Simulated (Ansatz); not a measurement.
# F2GeH: the cost of one run

Program: Ansatz 0.2.0. Level of theory: UKS PBE/def2-SVP. These are calculated values, not measurements.

**1. The starting structure**

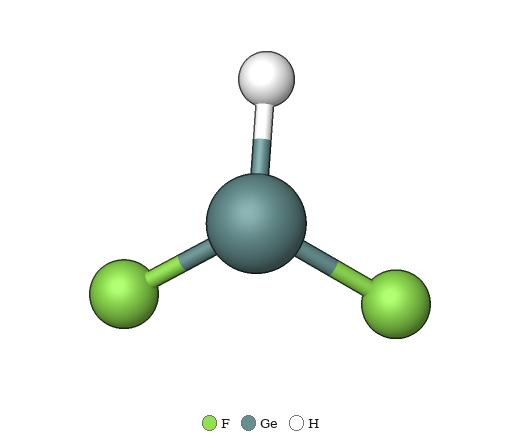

The starting structure, seen from a free direction (fluorine green, germanium teal, hydrogen white).

As a file:

```xyz
4

F    -0.2185   -0.0492    1.6278
Ge    0.4107   -0.0557   -0.0026
F    -0.4318   -1.2910   -0.9564
H     0.2951    1.3356   -0.6890
```

**2. Relaxing the start**

Input file input.yaml:

```yaml
crystal:
  periodic: [false, false, false]
  atoms:
    - { symbol: F, position_ang: [-0.2185, -0.0492, 1.6278] }
    - { symbol: Ge, position_ang: [0.4107, -0.0557, -0.0026] }
    - { symbol: F, position_ang: [-0.4318, -1.291, -0.9564] }
    - { symbol: H, position_ang: [0.2951, 1.3356, -0.689] }
magnetization:
  spin_polarized: true
  initial_magnetization: 1
basis:
  gaussian: { orbitals: def2-SVP }
hamiltonian:
  xc: pbe
relax:
  f_tol: 0.02
  max_steps: 40
```

Started as:

```console
$ ansatz run input.yaml --threads 1 --pin off --max-ram 2048MiB --backend cpu --events-out ev --progress --plain --runs-dir out
```

Q: Estimate wall time and peak memory on 1 thread of Arm Neoverse V1, shared host.

About 13 s, with a peak of 0.12 GiB.
